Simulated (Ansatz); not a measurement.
```xyz
14

C    -1.3964    0.5215    0.1544
Si   -0.0185    0.5631    1.4933
Si    1.7004   -0.7897    0.5744
P     1.0016   -1.2385   -1.6151
Si   -0.6287    0.4301   -1.5989
H    -2.0244   -0.3645    0.3102
H    -2.0365    1.4078    0.2407
H     0.4664    1.9772    1.6765
H    -0.5192    0.0557    2.8191
H     1.9030   -2.0930    1.2962
H     3.0175   -0.0720    0.4993
H     0.0881   -2.3044   -1.2460
H     0.0839    1.7187   -1.9067
H    -1.6503    0.1586   -2.6684
```

Level of theory: RKS PBE0-D4/6-31G (Ansatz 0.2.0).

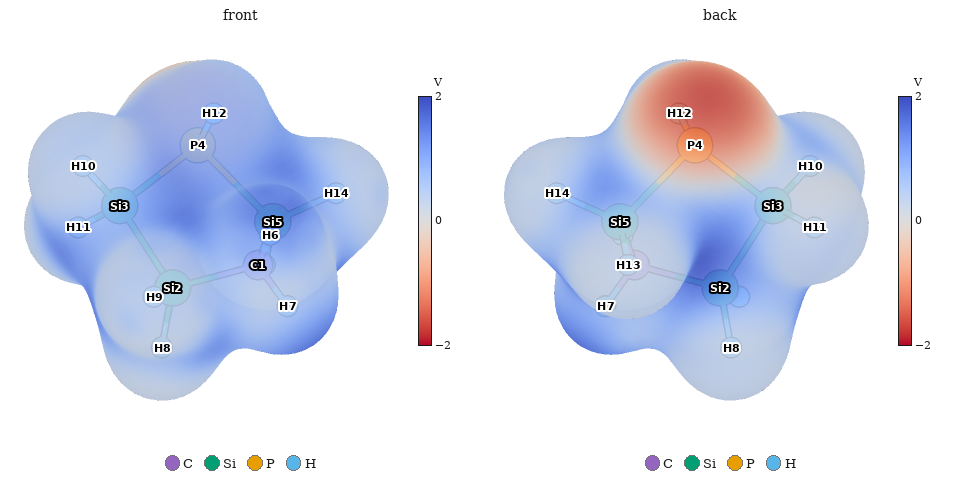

CH$_{9}$PSi$_{3}$ (SMILES C1[SiH2][SiH2]P[SiH2]1). The electrostatic potential painted on the density surface at 0.004 e/bohr³, seen from the front and from behind; the colour scale runs from red (negative) to blue (positive).

Which sites attract a positive test charge, and which a negative one?

Answer. A positive charge is drawn to the negative regions and a negative charge to the positive ones. The most negative region (about −1.6 V, or −37 kcal/mol for a unit charge) lies over P4, the most positive (about +1.7 V, or +39 kcal/mol for a unit charge) over Si2, Si3 and Si5.
